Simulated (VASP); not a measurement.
Shape and ions are relaxed at each volume.

Energy against volume of CrO$_{2}$ (rutile). Computed with optB88-vdW, VASP's PBE PAW potentials (set 64) (plane waves; VASP).

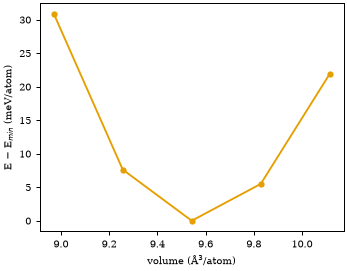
Figure. Energy against volume

Task: Estimate the equilibrium volume and the bulk modulus.

Result: The minimum lies near 9.6 Å³/atom, and the curvature gives B0 of about 240 GPa.

The compound is CrO2 in the rutile structure. It was relaxed first.
